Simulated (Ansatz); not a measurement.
**wB97M-V/STO-3G run of BCl (SMILES [B]Cl)**

Aim: the vertical ionisation energy of BCl at wB97M-V/STO-3G, from 2 runs. 

Program for the calculation: Ansatz 0.2.0.

## (1) The structure to begin with

BCl: 2 atoms, total charge 0, spin state singlet. SMILES: `[B]Cl`. Geometry: relaxed at GFN2-xTB.

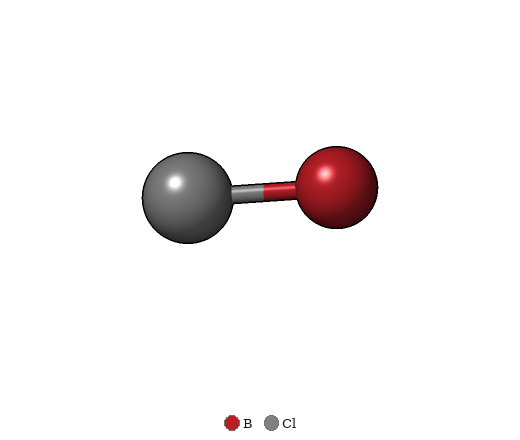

The structure, seen from a chosen angle (boron red, chlorine grey).

## (2) The energy at wB97M-V/STO-3G

File job.yaml:

```yaml
crystal:
  periodic: [false, false, false]
  atoms:
    - {symbol: B, position_ang: [0.000000, 0.000000, 0.000000]}
    - {symbol: Cl, position_ang: [0.000000, 0.000000, 1.578530]}
basis:
  gaussian:
    orbitals: STO-3G
hamiltonian:
  xc: {name: wB97M-V}
accuracy: high
```

Command:

```bash
ansatz run job.yaml --threads 1 --pin off --max-ram 2610MiB --events-out events.jsonl --progress --plain --runs-dir runs
```

Standard output:

```text
Warning: RAYON_NUM_THREADS=1 ignored (pool sized by the plan → 1); use --threads N
Functional definition: wB97M-V
  name "wB97M-V"
  parameter omega = 0.3/bohr
  parameter cx = 0.15
  parameter cx01 = 1.007
  parameter cx10 = 0.259
  parameter css00 = 0.443
  parameter css04 = -1.437
  parameter css10 = -4.535
  parameter css20 = -3.390
  parameter css43 = 4.278
  parameter cos00 = 1.000
  parameter cos10 = 1.358
  parameter cos20 = 2.924
  parameter cos21 = -8.812
  parameter cos60 = -1.390
  parameter cos61 = 9.142
  parameter b = 6.0
  parameter c = 0.01
  gx(w, u) = 1 - cx + cx01*u + cx10*w
  gss(w, u) = css00 + css04*u^4 + css10*w + css20*w^2 + css43*w^4*u^3
  gos(w, u) = cos00 + cos10*w + (cos20 + cos21*u)*w^2 + (cos60 + cos61*u)*w^6
  exchange = spin_sum(e_x_unif_sr(omega)*gx(b97_w, b97_u_x)) + cx*exact_x_sr(omega) + exact_x_lr(omega)
  correlation = spin_sum(e_c_pw_mod_same_spin*gss(b97_w, b97_u_same))
      + integral(e_c_pw_mod_opposite_spin*gos(b97_w_opposite, b97_u_opposite)) + vv10(b, c)
224 factors; integrals over basis functions are off by at most 2.2e-8 eV
97 factors; integrals over basis functions are off by at most 6.3e-10 eV
mean field evaluation 1: about -13051.2484 eV, gradient 1.0e1 eV
mean field evaluation 2: about -13051.6387 eV, gradient 4.7e0 eV
mean field evaluation 4: about -13051.7205 eV, gradient 7.2e-2 eV
mean field evaluation 8: about -13051.7183 eV, gradient 4.2e-4 eV
mean field -13051.71830082 eV, -479.6418007828 hartree, gradient 4.9e-8 eV, S^2 0.000000; 0 other end points of the search recorded, 0 dependent functions left out
reference -13051.71830245 eV, -479.6418008427 hartree; 11, 11 occupied and 3, 3 virtual orbitals, 224 factors
Total energy: -13051.71830245 eV, -479.6418008427 hartree
```

It took 3.6 s on 1 thread of Intel Xeon Platinum 8375C at 2.90GHz (Ice Lake), shared host; peak memory 0.19 GiB.

## (3) The doublet cation at the same level

File run.yaml:

```yaml
basis:
  gaussian: {orbitals: STO-3G}
crystal:
  periodic: [false, false, false]
  atoms:
    - {symbol: B, position_ang: [0.000000, 0.000000, 0.000000]}
    - {symbol: Cl, position_ang: [0.000000, 0.000000, 1.578530]}
total_charge: 1
accuracy: high
hamiltonian: {xc: {name: wB97M-V}}
magnetization: {spin_polarized: true, initial_magnetization: 1}
```

Command:

```bash
ansatz run run.yaml --threads 1 --pin off --max-ram 2610MiB --events-out events.jsonl --progress --plain --runs-dir runs
```

Standard output, shortened:

```text
Warning: RAYON_NUM_THREADS=1 ignored (pool sized by the plan → 1); use --threads N
[... 2 set-up lines as earlier in the session ...]
[...]
  gx(w, u) = 1 - cx + cx01*u + cx10*w
  gss(w, u) = css00 + css04*u^4 + css10*w + css20*w^2 + css43*w^4*u^3
  gos(w, u) = cos00 + cos10*w + (cos20 + cos21*u)*w^2 + (cos60 + cos61*u)*w^6
[...]
      + integral(e_c_pw_mod_opposite_spin*gos(b97_w_opposite, b97_u_opposite)) + vv10(b, c)
224 factors; integrals over basis functions are off by at most 2.2e-8 eV
97 factors; integrals over basis functions are off by at most 6.3e-10 eV
[...]
mean field -13043.68643046 eV, -479.3466349913 hartree, gradient 1.5e-8 eV, S^2 0.758156; 0 other end points of the search recorded, 0 dependent functions left out
reference -13043.68643207 eV, -479.3466350504 hartree; 11, 10 occupied and 3, 4 virtual orbitals, 224 factors
Total energy: -13043.68643207 eV, -479.3466350504 hartree
```

It took 6.3 s on 1 thread of Intel Xeon Platinum 8375C at 2.90GHz (Ice Lake), shared host; peak memory 0.32 GiB.

## (4) Summary of results

Level: wB97M-V/STO-3G.

| quantity | value |
| --- | --- |
| singlet BCl: total energy | -479.64180 Eh |
| doublet cation: total energy | -479.34664 Eh |
| doublet cation: ⟨S²⟩ | 0.758 |
| vertical ionisation energy (to the doublet cation) | 8.032 eV |

The vertical ionisation energy comes to 8.03 eV (185 kcal/mol). In a minimal basis such a difference can be off by several eV, whatever the method.
